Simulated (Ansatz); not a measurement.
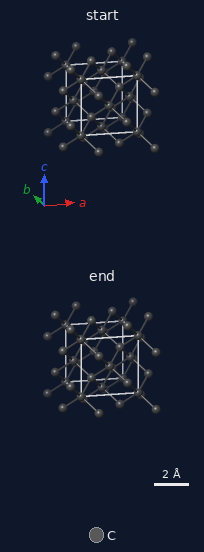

The structure of crystalline C (built on the diamond type) before (top) and after (bottom) a relaxation, at one scale.

A ball-and-stick model of the conventional cell (4 times the calculation's cell), seen slightly off an axis. Lengths and directions refer to the drawn axes.

The calculation used Ansatz, DFT, PBE, plane waves, PAW.

Input
```yaml
crystal:
  lattice:
    - [0.0, 1.7551448183, 1.7551448183]
    - [1.7551448183, 0.0, 1.7551448183]
    - [1.7551448183, 1.7551448183, 0.0]
  atoms:
    - { symbol: C, position: [0.0, 0.0, 0.0] }
    - { symbol: C, position: [0.25, 0.25, 0.25] }
kpoints:
  mp_grid: { grid: [12, 12, 12] }
hamiltonian:
  xc: pbe
scf:
  occupations: { method: fermi_dirac, width: 0.02 }
relax:
  f_tol: 0.005
  cell: {}
```

Q: Summarise the run.

A: After 4 accepted moves (6 points after the start) the energy has fallen by 42.7 meV per cell of the calculation. All forces vanish by symmetry, so only the cell relaxes. The pressure goes from 24.74 to 0.02 GPa. The SCF was repeated twice at an unchanged geometry on a basis and grid sized afresh for the cell, which shifted the energy by 4.6 meV per cell of the calculation at most. The atoms keep their places relative to the cell (all moves are under 0.005 Å). The volume changes by +5.3 %, with a = b = c 3.510 → 3.572 Å (+1.7 %). Some distances before and after: C1–C2 1.520 → 1.547 Å. The space group stays Fd-3m (No. 227). The run took about 6 core-seconds on a shared host.
